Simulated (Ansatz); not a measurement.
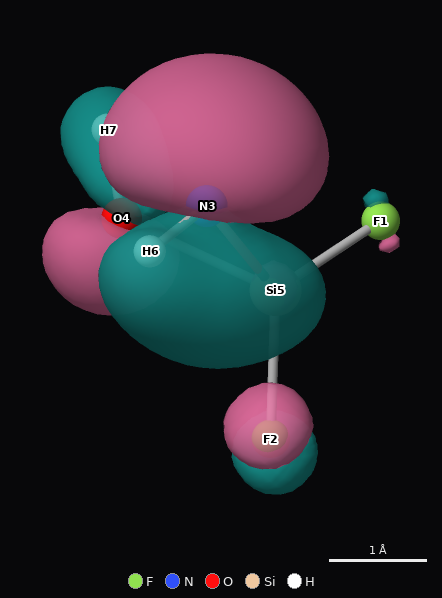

Figure 1: F2H2NOSi (charge +1). The HOMO at ±0.1 Å⁻³ᐟ² (teal and pink are the two phases), seen at an oblique angle.

Geometry: B3LYP/6-31G*.

Method: isolated molecule in a Gaussian basis; Kohn-Sham density functional theory, functional PBE0 (Ansatz).

| atom | x (Å) | y (Å) | z (Å) |
| --- | --- | --- | --- |
| F | -1.8225 | 1.2080 | -2.9526 |
| F | -2.6605 | -0.0166 | -0.7791 |
| N | -0.6827 | -1.3049 | -2.4655 |
| O | 0.0195 | -0.2707 | -1.4364 |
| Si | -1.6434 | 0.0275 | -1.9559 |
| H | -0.6691 | -2.1853 | -1.9343 |
| H | 0.8009 | 0.0959 | -1.9156 |

Describe this orbital and give its energy.

Answer. It lies mainly on N3 (about 70 %), O4 (about 10 %) and Si5 (about 10 %); largely a lone pair of N3. Its energy is −15.80 eV.
